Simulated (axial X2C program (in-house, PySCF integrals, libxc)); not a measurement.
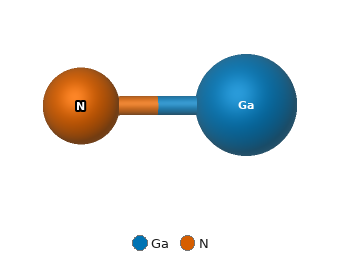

**Figure 1.** The molecule at the reference distance of 1.744 Å.

## Run report: GaN⁻, relativistic diatomic calculation

System: GaN⁻, single determinant with Ω = 1/2.
Method: PBE0, two-component X2C with atomic mean-field Coulomb and Gaunt terms, Ga dyall-acv3z, N dyall-av3z (cores contracted) (axial X2C program (in-house, PySCF integrals, libxc)).

## Input file
```
{"zs": [31, 7], "q": -1, "bas": ["dyall-acv3z", "dyall-av3z"], "levels": ["PBE0", "HF", "BP86"], "cc": true, "r0": 1.77, "thr": -1.0, "nmax": 90, "npts": 10, "nst": 2, "ntry": 6}
```

The line is the task of a batch: nuclear charges, charge, bases, the levels to run, a first guess of the distance and further settings. This report covers PBE0 with spin-orbit coupling. The log is that of the reference distance 1.744 Å.

The run was one of a batch that the task file lists, launched with:
```bash
python <driver script> task.json out
```

## Log
```
two-component X2C + atomic mean field  PBE0
basis functions 181  fitting functions 993  grid points 5076
iter        total energy     max residual
   1      -1994.165986830     4.98e+00
   2      -1995.789321734     4.25e+00
   3      -1996.719065982     2.10e+00
   4      -1997.497215037     6.56e-01
   5      -1997.660174880     5.57e-01
   6      -1997.710683417     2.58e-01
   7      -1997.729463575     2.55e-01
   8      -1997.737049219     7.25e-02
   9      -1997.739382295     3.69e-02
  10      -1997.739941551     2.57e-02
  11      -1997.740167853     1.77e-02
  12      -1997.740268950     8.29e-03
  13      -1997.740307500     4.54e-03
  14      -1997.740322418     4.02e-03
  15      -1997.740331826     1.75e-03
  16      -1997.740335178     7.29e-04
  17      -1997.740336813     5.45e-04
  18      -1997.740337174     2.51e-04
  19      -1997.740337283     1.29e-04
  20      -1997.740337316     6.28e-05
  21      -1997.740337323     3.89e-05
  22      -1997.740337325     5.81e-05
  23      -1997.740337326     2.47e-05
  24      -1997.740337326     1.16e-05
converged
one-electron -2922.13039452  Coulomb 941.97370772  exact exchange -20.26382719  xc functional -62.51657625  nuclear repulsion 65.84372407  atomic mean-field constant -0.64697115
```

## The points of the curve

```tsv
R (Å)	E (hartree)	dipole (D; origin at the first atom, positive when the second is positive)	highest filled (eV)	lowest empty (eV)
1.517	−1997.705051	−4.22	−0.56	2.49
1.587	−1997.725961	−4.61	−0.41	2.43
1.639	−1997.734803	−4.90	−0.30	2.41
1.692	−1997.739239	−5.19	−0.19	2.38
1.744	−1997.740337	−5.46	−0.09	2.37
1.805	−1997.738506	−5.78	0.02	2.35
1.866	−1997.734304	−6.06	0.14	2.32
1.945	−1997.726733	−6.35	0.27	2.28
2.041	−1997.715919	−6.55	0.39	2.22
2.180	−1997.699961	−6.63	0.49	2.13
```

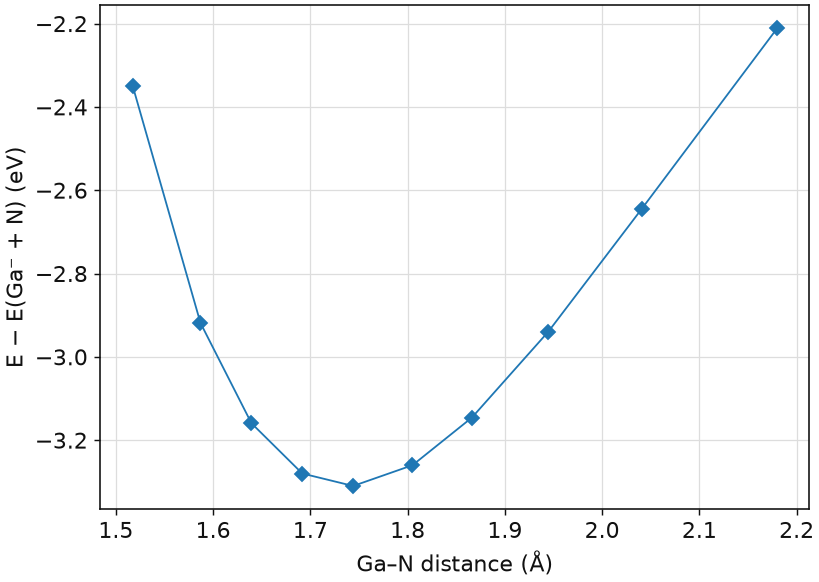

**Figure 2.** Energy at 10 bond lengths, for one set of occupations held fixed; the line joins the points. A polynomial of degree 6 through 9 points gives rₑ = 1.738 Å, ωₑ = 773.1 cm⁻¹, ωₑxₑ = 5.4 cm⁻¹ and Bₑ = 0.4794 cm⁻¹. The minimum lies 3.31 eV below Ga⁻ + N, each computed as one determinant at the same level.

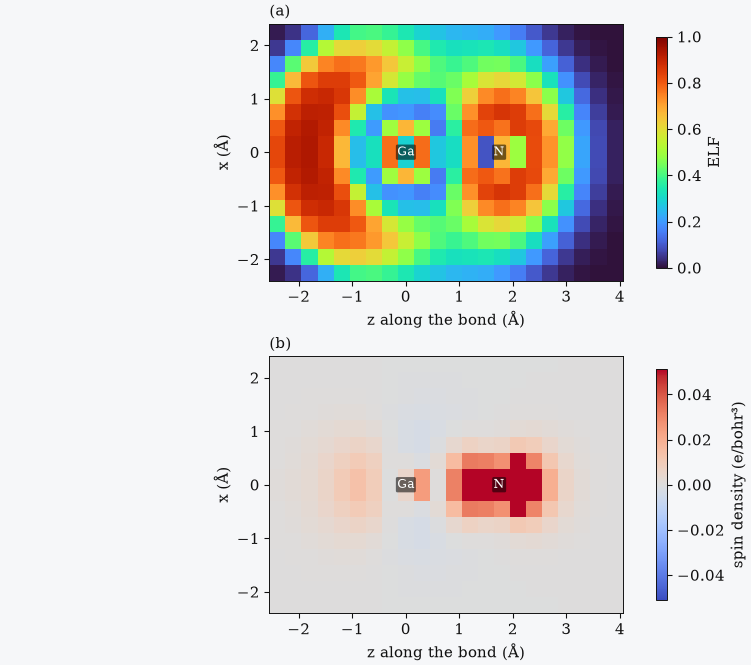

**Figure 3.** (a) electron localisation function; (b) spin density, in a plane that holds the axis, at 1.74 Å, on points 0.3 Å apart (one half computed, the other mirrored); the structure near the nuclei is finer than these points.

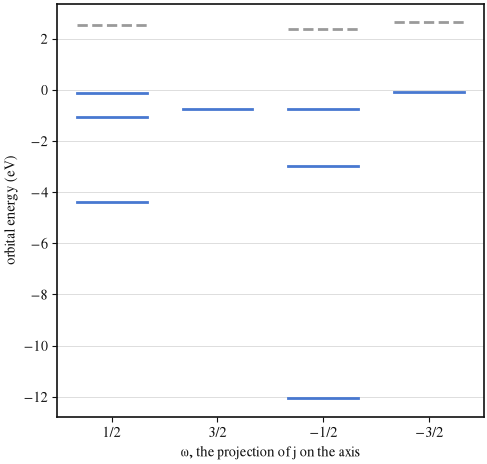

**Figure 4.** Orbital energies near the frontier at 1.74 Å, filled (solid) and empty (dashed). The highest filled spinor (−3/2; 68 % N p, 25 % Ga p) lies at −0.09 eV, the lowest empty one (−1/2; 36 % Ga s, 30 % N p) at 2.37 eV.

## Key numbers

| quantity | value |
| --- | --- |
| outcome | converged; a filled level lies above zero |
| bond length rₑ | 1.738 Å |
| ωₑ | 773.1 cm⁻¹ |
| energy at the minimum | −1997.74035 hartree |
| depth below the fragments | 3.31 eV |
| hardware | 1 thread of Arm Neoverse V1, 24 GiB of memory available, shared host |
| wall time | 16 s |
| peak memory | 0.58 GiB |

## Remarks

The highest filled level (PBE0, up to 0.49 eV) lies above zero. That is common for anions, where the functional's self-interaction leaves the outer electrons unbound; only the finite basis holds them, so such levels depend on it.
